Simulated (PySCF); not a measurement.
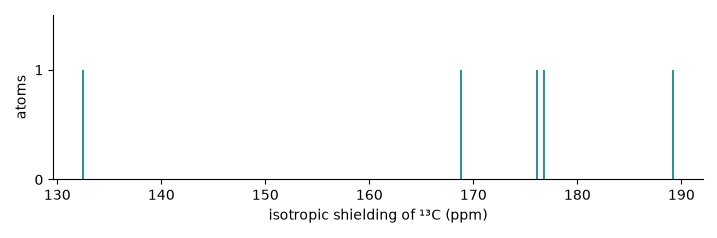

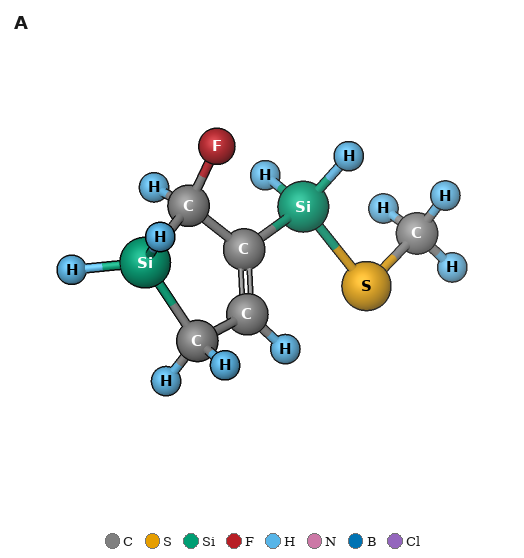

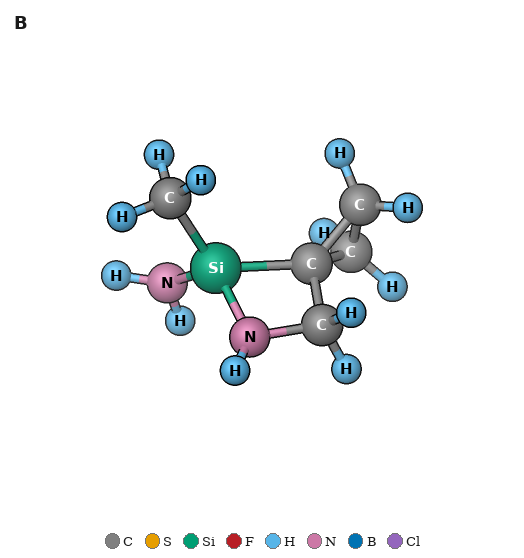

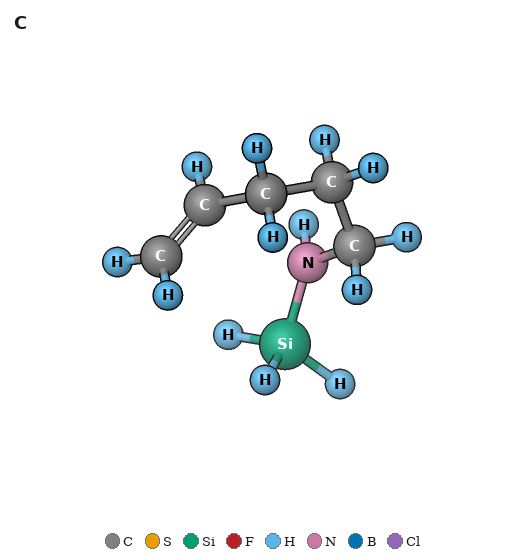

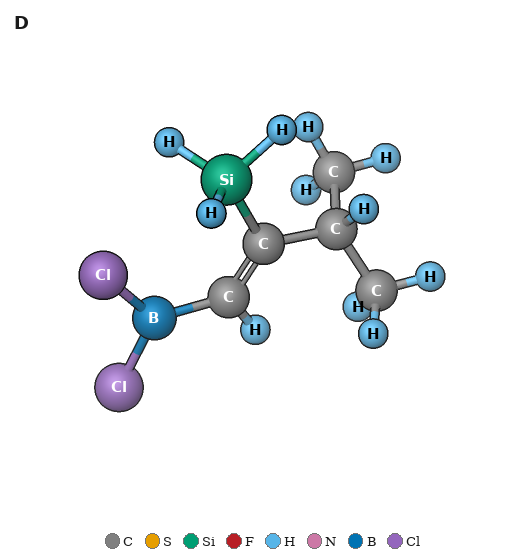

The sticks are computed shieldings of one of the molecules, for one fixed geometry (GFN2-xTB) without averaging over rotations. Low shielding means a high chemical shift. Method: GIAO PBE0/pcSseg-1 NMR shielding, non-relativistic, gas phase (PySCF 2.14.0).

**Which molecule gives this pattern?**

B, `C[Si@]1(N)NCC12CC2`. Its 5 C atoms give lines at 132.4, 168.8, 176.1, 176.8, 189.2 ppm.

The geometry is semi-empirical. Around B, Si such bond lengths and angles can be off by a tenth of an ångström or more and by several degrees, and values that hang on the shape move with them.
